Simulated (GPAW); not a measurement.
**P K ELNES/XANES of zinc-blende (GaP)₁₋ₓ(InP)ₓ at x = 0.75 from DFT**

Aim: the P K edge in zinc-blende (GaP)₁₋ₓ(InP)ₓ at x = 0.75, one member of a composition series.

Calculated with GPAW 26.7.0; X-ray absorption from dipole matrix elements to empty bands, plane-wave PAW PBE.

## Step 1: The starting structure

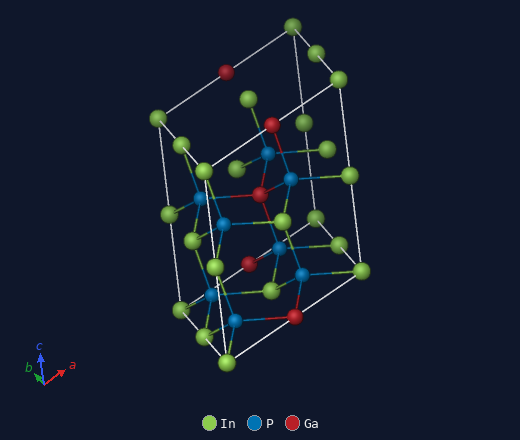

The starting structure, seen slightly off an axis (indium green, phosphorus blue, gallium red). Bonds to atoms that aren't drawn are left out. Some periodic images of atoms are drawn too.

The cell holds 16 atoms: 6 In, 8 P and 2 Ga. Cell: a = 8.152 Å, b = 8.152 Å, c = 8.152 Å, α = 60.0°, β = 60.0°, γ = 60.0°. 16-atom zinc-blende cell, 6 of 8 Ga sites taken by In at random, lattice constants typed for the ends and interpolated (Vegard).

## Step 2: Relaxation

Bond lengths around the absorber set the edge shape, so the atoms are relaxed before any spectrum.

File relax.py:

```python
import numpy as np
from ase import Atoms
from ase.parallel import parprint, paropen
from gpaw import GPAW, PW, FermiDirac, Mixer, MixerDif, setup_paths
from ase.optimize import BFGS

atoms = Atoms('InPInPInPInPGaPInPInPGaP',
    cell=[[0, 5.7645, 5.7645],
     [5.7645, 0, 5.7645],
     [5.7645, 5.7645, 0]],
    scaled_positions=[[0.000055, 0.000049, 0.000964],
     [0.12616, 0.127939, 0.123879],
     [0.997831, 0.999458, 0.50116],
     [0.124992, 0.12405, 0.628375],
     [0.002411, 0.498617, 0.99826],
     [0.121904, 0.622855, 0.124782],
     [0.00073, 0.502066, 0.49883],
     [0.124871, 0.624885, 0.626007],
     [0.503853, 0.995432, 0.001497],
     [0.624321, 0.127432, 0.125097],
     [0.498522, 0.999957, 0.499438],
     [0.6244, 0.125072, 0.625354],
     [0.500579, 0.501323, 0.000061],
     [0.623889, 0.624036, 0.127015],
     [0.501763, 0.498659, 0.501395],
     [0.622796, 0.620099, 0.623462]],
    pbc=True)
atoms.calc = GPAW(legacy_gpaw=True, mode=PW(400, force_complex_dtype=True), xc='PBE', setups={},
    kpts={'size': (3, 3, 3), 'gamma': True}, occupations=FermiDirac(0.08),
    charge=0, mixer=Mixer(0.1, 5, 50), maxiter=150,
    convergence={'density': 0.0001, 'eigenstates': 1e-6}, txt='relax.txt')
steps = []
opt = BFGS(atoms, logfile='-')
opt.attach(lambda: steps.append([atoms.get_potential_energy(), float(np.linalg.norm(atoms.get_forces(), axis=1).max())]))
done = opt.run(fmax=0.05, steps=30)
out = dict(done=bool(done), steps=steps, frac=atoms.get_scaled_positions().tolist())
import json
with paropen('out.json', 'w') as f:
    json.dump(out, f)
```

On the command line:

```sh
$ OMP_NUM_THREADS=1 mpirun -n 4 gpaw python relax.py
```

Numbers of over 12 decimals in the logs are rounded to 6 here.

The log of the run:

```text
Input parameters:
  convergence: {density: 0.0001,
                eigenstates: 1e-06}
  kpts: {gamma: True,
         size: (3, 3, 3)}
  maxiter: 150
  mixer: {backend: pulay,
          beta: 0.1,
          method: separate,
          nmaxold: 5,
          weight: 50}
  mode: {ecut: 400.0,
         force_complex_dtype: True,
         name: pw}
  occupations: {fixmagmom: False,
                name: fermi-dirac,
[...]
No difference between direct/indirect transitions

Forces in eV/Ang:
[...]
14 Ga   -0.01804    0.00017    0.01358
 15 P     0.01709   -0.01109   -0.00355
Step     Time          Energy          fmax
BFGS:    0 02:03:53      -68.149561        1.246217
BFGS:    1 02:04:25      -68.260014        1.034926
BFGS:    2 02:05:09      -68.490268        0.233899
BFGS:    3 02:05:33      -68.492949        0.185972
BFGS:    4 02:06:05      -68.497555        0.039853
[key lines of the parts left out:]
Converged after 8 iterations.
Dipole moment: (-22.592161, -20.559899, -20.013682) |e|*Ang
Free energy:    -68.497555
Fermi level: 5.34715
```

Wall time 3.2 min (4 MPI ranks of Arm Neoverse V2, shared host); peak memory 0.36 GiB.

In 4 steps the energy fell by 348 meV (energies extrapolated to zero smearing) and the largest force to 0.040 eV/Å. Atom 2 (P; the text counts from 1, the script from 0) is among those that moved most, by 0.10 Å.

## Step 3: The field without a hole

A plain self-consistent run shows whether there is a gap, which decides the set-up of the core-hole run.

File scf.py:

```python
import numpy as np
from ase import Atoms
from ase.parallel import parprint, paropen
from gpaw import GPAW, PW, FermiDirac, Mixer, MixerDif, setup_paths
from gpaw.test import gen
setup_paths.insert(0, '.')
gen('P', name='nch1s', xcname='PBE', corehole=(1, 0, 0), write_xml=True)
from gpaw.mpi import world
world.barrier()

atoms = Atoms('InPInPInPInPGaPInPInPGaP',
    cell=[[0, 5.7645, 5.7645],
     [5.7645, 0, 5.7645],
     [5.7645, 5.7645, 0]],
    scaled_positions=[[0.9996772, 0.0001613, 0.002122],
     [0.1412105, 0.1191419, 0.1206834],
     [0.9988294, 0.0007079, 0.5003227],
     [0.1239701, 0.1251437, 0.6266394],
     [0.9996709, 0.4989833, 0.9990126],
     [0.1238943, 0.6248679, 0.1250411],
     [0.9994651, 0.5005159, 0.5003085],
     [0.1395023, 0.6206586, 0.6192799],
     [0.5016038, 0.9988016, 0.001137],
     [0.6203676, 0.1209939, 0.1203078],
     [0.4998913, 0.9985334, 0.5002312],
     [0.6151684, 0.1324057, 0.6351273],
     [0.499758, 0.5012303, 0.999447],
     [0.6161795, 0.632888, 0.1350789],
     [0.49963, 0.4980559, 0.5009618],
     [0.6202122, 0.6188925, 0.6198691]],
    pbc=True)
atoms.calc = calc = GPAW(legacy_gpaw=True, mode=PW(400, force_complex_dtype=True), xc='PBE', setups={1: 'nch1s'},
    kpts={'size': (3, 3, 3), 'gamma': True}, occupations=FermiDirac(0.05),
    charge=0, mixer=Mixer(0.1, 5, 50), maxiter=150,
    convergence={'density': 0.0001, 'eigenstates': 1e-6}, txt='scf.txt')
energy = atoms.get_potential_energy() + calc.get_reference_energy()
ef = calc.get_fermi_level()
out = dict(energy=energy, fermi=ef, forces=atoms.get_forces().tolist())
parprint(f'all-electron energy {energy:.4f} eV, Fermi level {ef:.4f} eV')
ev = np.array([[calc.get_eigenvalues(k, s) for k in range(len(calc.get_ibz_k_points()))] for s in range(calc.get_number_of_spins())])
out['homo'], out['lumo'], out['counts'] = ev[ev < ef].max(), ev[ev > ef].min(), sorted(set((ev < ef).sum((0, 2)).tolist()))
out['filled'] = (ev[:, 0] < ef).sum(1).tolist()
import json
with paropen('out.json', 'w') as f:
    json.dump(out, f)
```

On the command line:

```sh
$ OMP_NUM_THREADS=1 mpirun -n 4 gpaw python scf.py
```

The log of the run:

```text
Input parameters:
  convergence: {density: 0.0001,
                eigenstates: 1e-06}
  kpts: {gamma: True,
         size: (3, 3, 3)}
  maxiter: 150
  mixer: {backend: pulay,
          beta: 0.1,
          method: separate,
          nmaxold: 5,
          weight: 50}
  mode: {ecut: 400.0,
         force_complex_dtype: True,
         name: pw}
  occupations: {fixmagmom: False,
                name: fermi-dirac,
                width: 0.05}
  setups: {1: nch1s}
  xc: PBE

Initialize ...

[... PAW data sets ...]

Reference energy: -1140045.170553  # eV

Spin-paired calculation

[... convergence settings ...]
Symmetries present (total): 1
  [... symmetry matrices ...]

27 k-points: 3 x 3 x 3 Monkhorst-Pack grid
14 k-points in the irreducible part of the Brillouin zone
       k-points in crystal coordinates                weights
   0:     0.00000000    0.00000000    0.00000000          1/27
   1:     0.00000000    0.00000000    0.33333333          2/27
   2:     0.00000000    0.33333333   -0.33333333          2/27
   3:     0.00000000    0.33333333    0.00000000          2/27
   4:     0.00000000    0.33333333    0.33333333          2/27
   5:     0.33333333   -0.33333333   -0.33333333          2/27
   6:     0.33333333   -0.33333333    0.00000000          2/27
   7:     0.33333333   -0.33333333    0.33333333          2/27
   8:     0.33333333    0.00000000   -0.33333333          2/27
   9:     0.33333333    0.00000000    0.00000000          2/27
          ...
  13:     0.33333333    0.33333333    0.33333333          2/27

Wave functions: Plane wave expansion
  Cutoff energy: 400.000 eV
  Number of coefficients (min, max): 6879, 6975
  Pulay-stress correction: 0.000000 eV/Ang^3 (de/decut=0.000000)
  Using FFTW library
  Wavefunction extrapolation:
    Improved wavefunction reuse through dual PAW basis

Occupation numbers: Fermi-Dirac:
  width: 0.0500  # eV

Eigensolver
   Davidson(niter=2)

Densities:
  Coarse grid: 40*40*40 grid
  Fine grid: 80*80*80 grid
  Total Charge: 0.000000

Density mixing:
  Method: separate
  Backend: pulay
  Linear mixing parameter: 0.1
  old densities: 5
  Width of damping distribution: 1.1
  Damping of long wavelength oscillations: 50

[... Hamiltonian set-up ...]
Number of atoms: 16
Number of atomic orbitals: 94
Number of bands in calculation: 79
Number of valence electrons: 124
Bands to converge: occupied

... initialized

Initializing position-dependent things.

Density initialized from atomic densities
Creating initial wave functions:
  79 bands from LCAO basis set

                                   In

                          In
                               In
                            P
                   In Ga         In
                    P
          In            Ga
                      P

            P              P

                  P
                    P

           P

Atomic positions and initial magnetic moments

Positions:
   0 In     0.013162    5.774871    5.763569    ( 0.0000,  0.0000,  0.0000)
   1 P      1.382473    1.509687    1.500801    ( 0.0000,  0.0000,  0.0000)
   2 In     2.888191    8.641862    5.761833    ( 0.0000,  0.0000,  0.0000)
   3 P      4.333654    4.326888    1.436017    ( 0.0000,  0.0000,  0.0000)
   4 In     8.635197   11.521411    8.638992    ( 0.0000,  0.0000,  0.0000)
   5 P      4.322850    1.434988    4.316240    ( 0.0000,  0.0000,  0.0000)
   6 In     5.769252    8.645445    8.646640    ( 0.0000,  0.0000,  0.0000)
[...]
13 P      4.426945    4.330629    7.200250    ( 0.0000,  0.0000,  0.0000)
  14 Ga     5.758838    5.767911    5.751160    ( 0.0000,  0.0000,  0.0000)
  15 P      7.140841    7.148449    7.142819    ( 0.0000,  0.0000,  0.0000)

Unit cell:
           periodic     x           y           z      points  spacing
  1. axis:    yes    0.000000    5.764500    5.764500    40     0.1664
  2. axis:    yes    5.764500    0.000000    5.764500    40     0.1664
  3. axis:    yes    5.764500    5.764500    0.000000    40     0.1664

  Lengths:   8.152234   8.152234   8.152234
  Angles:   60.000000  60.000000  60.000000

Effective grid spacing dv^(1/3) = 0.1816

iter:   1   -71.029344
iter:   2   -70.043142   -1.66  -1.06
iter:   3   -68.537747   -1.49  -1.13
iter:   4   -68.500337   -2.94  -1.50
iter:   5   -68.544763c  -2.57  -1.60
iter:   6   -68.517426c  -2.74  -2.18
iter:   7   -68.497291c  -3.54  -2.23
iter:   8   -68.497413c  -4.67  -2.84
iter:   9   -68.497116c  -4.67  -2.93
iter:  10   -68.497254c  -4.86  -3.16
iter:  11   -68.496965c  -5.44  -3.14
iter:  12   -68.496988c  -5.84  -3.57
iter:  13   -68.496959c  -6.27c -3.65
iter:  14   -68.496962c  -6.75c -3.86
iter:  15   -68.496962c  -7.93c -4.20c

Converged after 15 iterations.

Dipole moment: (-22.592191, -20.561249, -20.013889) |e|*Ang

Energy contributions relative to reference atoms: (reference = -1140045.170553)

Kinetic:       +183.552827
Potential:     -166.879366
External:        +0.000000
XC:             -87.045175
Entropy (-ST):   -0.000098
Local:           +1.874801
SIC:             +0.000000
--------------------------
Free energy:    -68.497012
Extrapolated:   -68.496962

Showing only first 2 kpts
 Kpt  Band  Eigenvalues  Occupancy
  0    60      4.93872    1.99914
  0    61      4.97536    1.99820
  0    62      5.64579    0.00334
  0    63      6.28050    0.00000

  1    60      4.63098    2.00000
  1    61      4.63774    2.00000
  1    62      6.52736    0.00000
  1    63      6.71220    0.00000

Fermi level: 5.32610

Gap: 0.670 eV
Transition (v -> c):
  (s=0, k=0, n=61, [0.00, 0.00, 0.00]) -> (s=0, k=0, n=62, [0.00, 0.00, 0.00])
No difference between direct/indirect transitions

Forces in eV/Ang:
  0 In    0.02111   -0.01020   -0.00317
  1 P     0.01098   -0.00814    0.00523
  2 In   -0.00317   -0.01528   -0.02784
  3 P    -0.02339   -0.00028    0.00263
  4 In    0.00121   -0.00739   -0.01688
  5 P    -0.01402    0.00563    0.01012
  6 In    0.02199    0.00371   -0.00438
[...]
13 P     0.00179   -0.01777    0.00452
 14 Ga   -0.01694    0.00146    0.01347
 15 P     0.01018   -0.00873   -0.00702
Scalar-relativistic atomic PBE calculation for P (Phosphorus, Z=15)
Core hole in 1s state (1s occupation: 2.0)
450 radial gridpoints.
|------------------------------------------------|
|------------------------------------------------|
[... the atom generator's iteration count ...]

Energy contributions:
-------------------------
Kinetic:     +342.906436
XC:           -22.991824
Potential:   -661.790396
-------------------------
Total:       -341.875784

state      eigenvalue         ekin         rmax
-----------------------------------------------
1s^2.0 :   -76.579645   106.980195        0.068
2s^2.0 :    -6.393391    15.726762        0.419
2p^6.0 :    -4.575064    14.823216        0.354
3s^2.0 :    -0.513310     2.126100        1.575
3p^3.0 :    -0.202354     1.433676        1.835
-----------------------------------------------
(units: Bohr and Hartree)

Generating PAW setup
Kinetic energy of the core from tauc = 335.182992
Cutoffs:
rc(s)=1.800
rc(p)=1.800
rc(d)=1.800
rc(vbar)=1.620
rc(comp)=1.800
rc(nct)=1.800

Kinetic energy of the core states: 334.353209
Charge: 0.0
Core electrons: 10.0
Valence electrons: 5.0
Pseudo-core charge: 0.177519
Shape function alpha=3.086
Pseudo-electron charge 5.446445
state    eigenvalue         norm
--------------------------------
3s(2) :    -0.513310     1.123125
*s    :     0.486690
3p(3) :    -0.202354     1.007558
*p    :     0.797646
*d    :     0.000000
--------------------------------

Diagonalizing with gridspacing h=0.050

state   all-electron     PAW
-------------------------------
3s:      -0.513310    -0.513614
3p:      -0.202354    -0.202609
*d:                    0.037583
*f:                    0.071811
-------------------------------
all-electron energy -1140113.6675 eV, Fermi level 5.3261 eV
```

Wall time 65 s (4 MPI ranks); peak memory 0.36 GiB; 4.3 min of CPU time.

The mesh shows a gap of 0.67 eV. The excited electron is kept all the same, so that all members of the series, with or without a gap, are treated alike.

## Step 4: Cell without a hole, the energy reference

The photon energy needs a difference of total energies, so the cell and mesh of the coming hole run are first run without a hole.

Edit scf.py of step 3 so:

```diff
@@ -32,3 +32,3 @@
 atoms.calc = calc = GPAW(legacy_gpaw=True, mode=PW(400, force_complex_dtype=True), xc='PBE', setups={1: 'nch1s'},
-    kpts={'size': (3, 3, 3), 'gamma': True}, occupations=FermiDirac(0.05),
+    kpts={'size': (3, 3, 3), 'gamma': True}, occupations=FermiDirac(0.02),
     charge=0, mixer=Mixer(0.1, 5, 50), maxiter=150,
```

The log of the run:

```text
Input parameters:
  convergence: {density: 0.0001,
                eigenstates: 1e-06}
  kpts: {gamma: True,
         size: (3, 3, 3)}
  maxiter: 150
  mixer: {backend: pulay,
          beta: 0.1,
          method: separate,
          nmaxold: 5,
          weight: 50}
  mode: {ecut: 400.0,
         force_complex_dtype: True,
         name: pw}
  occupations: {fixmagmom: False,
                name: fermi-dirac,
[...]
3s(2) :    -0.513310     1.123125
*s    :     0.486690
3p(3) :    -0.202354     1.007558
*p    :     0.797646
*d    :     0.000000
--------------------------------

Diagonalizing with gridspacing h=0.050

state   all-electron     PAW
-------------------------------
3s:      -0.513310    -0.513614
3p:      -0.202354    -0.202609
*d:                    0.037583
*f:                    0.071811
-------------------------------
all-electron energy -1140113.6676 eV, Fermi level 5.3126 eV
[key lines of the parts left out:]
Converged after 15 iterations.
Dipole moment: (-22.592144, -20.561167, -20.013806) |e|*Ang
Free energy:    -68.496999
Fermi level: 5.31258
```

The job ended after 65 s (4 MPI ranks; peak memory 0.36 GiB).

Reference energy: -1140113.668 eV with the cores included.

(Part 1 of 3 ends here.)

[Banner, clock and machine lines of the logs are left out without a mark of their own.]

[Logs are printed without paths, hosts, clocks, repeated set-up lines and the standing remarks that a program may print on its own settings, such as how far it seeks lower states.]

[Hosts, paths, dates, database ids (printed as entryN), source tags and the programs' standing remarks are cut or masked in the printed files.]

[Lists of maxima count a maximum above −3 eV only where it reaches 4 % of the highest in the window and stands out from its surroundings by 2 % of it (1.5 % where it reaches 55 %); shoulders and weaker maxima are passed over, and of the rest the first, up to two pre-edge ones and the few strongest are named.]
